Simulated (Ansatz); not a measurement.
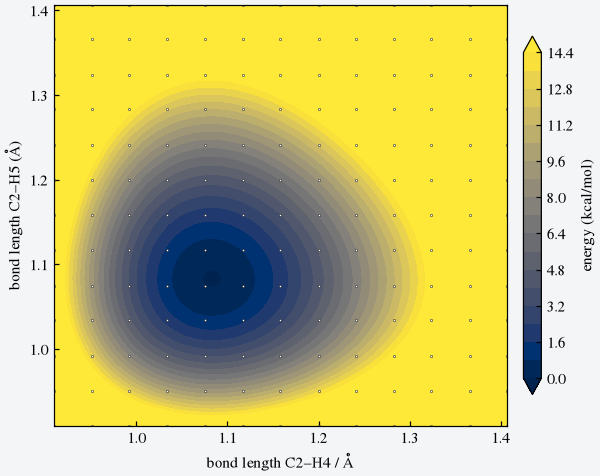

CH₂Cl₂, SMILES ClCCl. Coordinates scanned: (1) bond length C2–H4; (2) bond length C2–H5. Nothing is relaxed (all other coordinates rigid). The scan uses a 13 × 13 grid; 91 points were computed and 78 follow by symmetry. Energies are in kcal/mol, from the lowest grid point. Method: RKS CAM-B3LYP-D4/def2-TZVP (Ansatz).

In the figure: filled contours, dots at the grid points, one colour for all values above the top of the scale. Between grid points the surface is interpolated.

Question: Estimate the position of the minimum and the force constants in these coordinates.

Answer: The interpolated minimum is at bond length C2–H4 ≈ 1.083 Å, bond length C2–H5 ≈ 1.083 Å. The curvatures there are about 35 eV/Å² and 35 eV/Å², with a cross term of about 0 eV/Å². Round the minimum the contours are nearly round: the two directions are equally stiff and uncoupled. (1 eV is 23.1 kcal/mol.)
